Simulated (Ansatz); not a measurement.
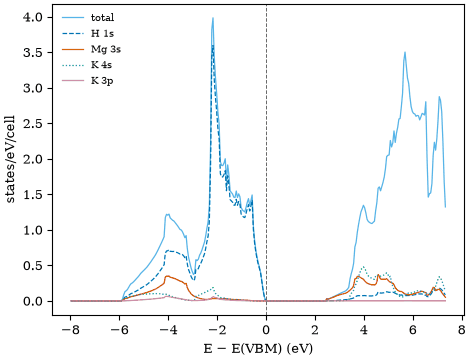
*Total and projected density of states of KMgH3 (cubic perovskite, Pm-3m), plane-wave PAW LDA (Ansatz code)*

Question: Which orbitals carry the states next to the gap?

Answer: Top 1 eV of the valence band: H 1s 94 %. Bottom 1 eV of the conduction band: Mg 3s 83 %, H 1s 9 %, outside the projected shells 6 %. Projections are on Löwdin-orthogonalised atomic valence shells; empty p or d shells of many metals are not among them.

Question: Where is the tallest occupied peak in this window, and what makes it?

Answer: Near -2.2 eV, about 4.0 states/eV per cell; the largest projected share is H 1s.

The first step of the workflow began from a Materials Project structure, measured or hypothetical; the Crystallography Open Database files this formula in space group No. 221, but the cells were not matched. Whether it is the stable phase at ambient conditions was not checked. Symmetry was held in the LDA relaxation; phonons on a q-mesh show no instability.

Potentials: the later of the program's two PAW sets.
